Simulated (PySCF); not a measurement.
# SnS: the SCF solver's settings

The same problem is solved with other solver options, one edit a run.

The runs use PySCF 2.14.0; each script names its method and basis.

6 further runs of the same task are left out: 6 that didn't finish.

## Step 1: Where the work starts

SnS: 2 atoms, charge 0, spin multiplicity 1.

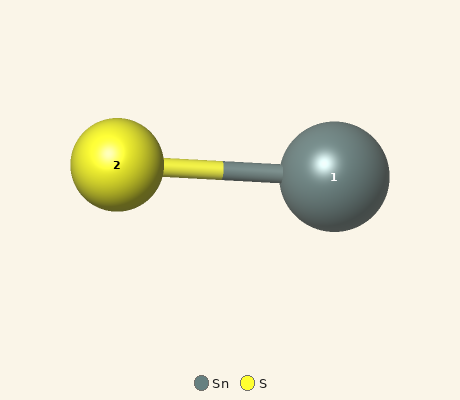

The starting geometry (tin teal, sulfur yellow); atoms are numbered from 1 in the order of the file.

## Step 2: The run that the others are compared with

input.py

```python
from pyscf import gto, dft

mol = gto.M(
    atom='Sn 0 0 0; S 0 0 2.335',
    basis='lanl2dz',
    ecp={'Sn': 'lanl2dz', 'S': 'lanl2dz'},
    charge=0,
    spin=0,
    verbose=4,
)
mf = dft.RKS(mol, xc='olyp')
mf.kernel()
mf.nuc_grad_method().kernel()
mf.dip_moment()
print('orbital energies (hartree):', mf.mo_energy[..., max(0, mol.nelec[1]-3):mol.nelec[0]+3].round(4))
```

Run with:

```bash
$ python input.py
```

Its log is not repeated here.

Base result: E(SCF) = -13.517687 Eh, 10 cycles, μ = 3.70 D, gradient on the second atom 0.0110 Eh/bohr.

The bond length is a typed value, not an optimised one.

## Step 3: Initial guess 1e

Variant 1 changes initial guess: minao → 1e.

input.py

```python
from pyscf import gto, dft

mol = gto.M(
    atom='Sn 0 0 0; S 0 0 2.335',
    basis='lanl2dz',
    ecp={'Sn': 'lanl2dz', 'S': 'lanl2dz'},
    charge=0,
    spin=0,
    verbose=4,
)
mf = dft.RKS(mol, xc='olyp')
mf.init_guess = '1e'
mf.kernel()
mf.nuc_grad_method().kernel()
mf.dip_moment()
print('orbital energies (hartree):', mf.mo_energy[..., max(0, mol.nelec[1]-3):mol.nelec[0]+3].round(4))
```

Run with:

```bash
$ python input.py
```

## Step 4: Smearing width 0.001 hartree

Variant 2 changes smearing width: none → 0.001 hartree; step after the SCF: gradient → none.

Changes to input.py since step 2:

```diff
@@ -1,2 +1,2 @@
-from pyscf import gto, dft
+from pyscf import gto, dft, scf
 
@@ -11,4 +11,4 @@
 mf = dft.RKS(mol, xc='olyp')
+mf = scf.addons.smearing_(mf, sigma=0.001, method='fermi')
 mf.kernel()
-mf.nuc_grad_method().kernel()
 mf.dip_moment()
```

## Step 5: Initial guess sap

Variant 3 changes initial guess: minao → sap.

Changes to input.py since step 2:

```diff
@@ -11,2 +11,3 @@
 mf = dft.RKS(mol, xc='olyp')
+mf.init_guess = 'sap'
 mf.kernel()
```

Before running it: what results should come out? Wanted: for each run, E(SCF); from base; gap; SCF dipole.

**Answer**, as computed:

```csv
run,E(SCF) (hartree),from base (eV),cycles,gap (eV),SCF dipole (D)
base,-13.517687,0,10,2.82,3.70
initial guess 1e,-13.517687,0.0000,14,2.82,3.70
smearing width 0.001 hartree,-13.517687,0.0000,10,n/a,3.70
initial guess sap,-13.517687,0.0000,14,2.82,3.70
```

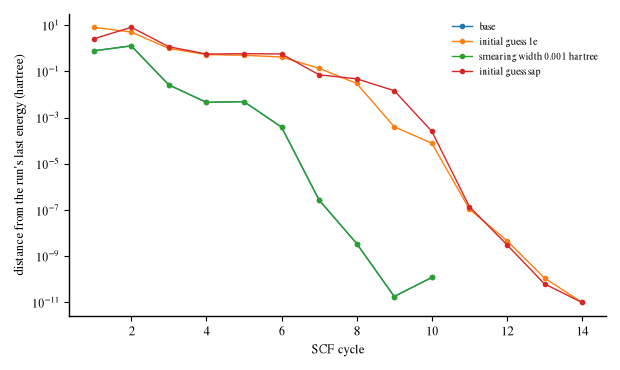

Convergence of the SCF energy, run by run.

In words: The SCF energy stays the same, to the digits that matter, with initial guess 1e or smearing width 0.001 hartree or initial guess sap. The base needs 10 cycles and the run with initial guess 1e needs 14.
